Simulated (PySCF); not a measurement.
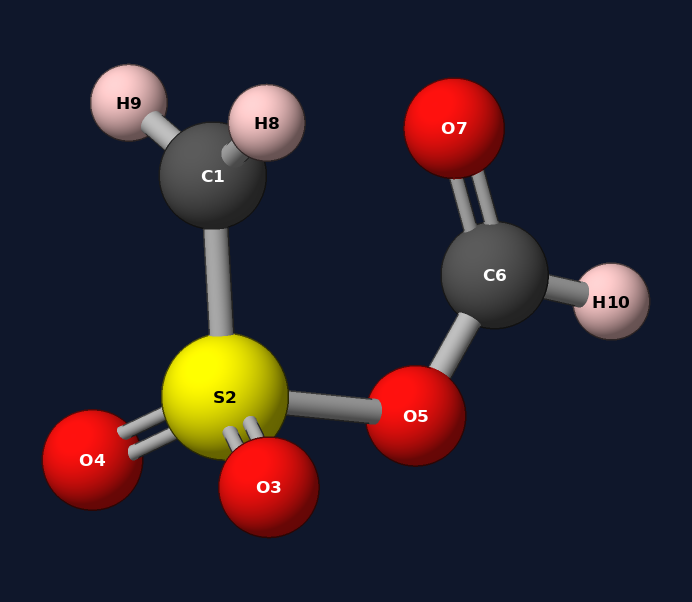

The questions are on Mulliken spin populations. The species is neutral and a spin doublet. The computed structure is the end point of a GFN2-xTB optimisation. No frequency run is at hand to confirm it as a minimum. Method: UKS B3LYP, pcH-1 on C H O S, non-relativistic (PySCF 2.14.0).

Give the Mulliken spin populations atom by atom.

```csv
atom,value (e)
C1,0.86
S2,0.02
O3,0.02
O4,0.02
O5,0.02
C6,−0.02
O7,0.13
H8,−0.04
H9,−0.04
H10,0.02
```

Mulliken values depend strongly on the basis set.
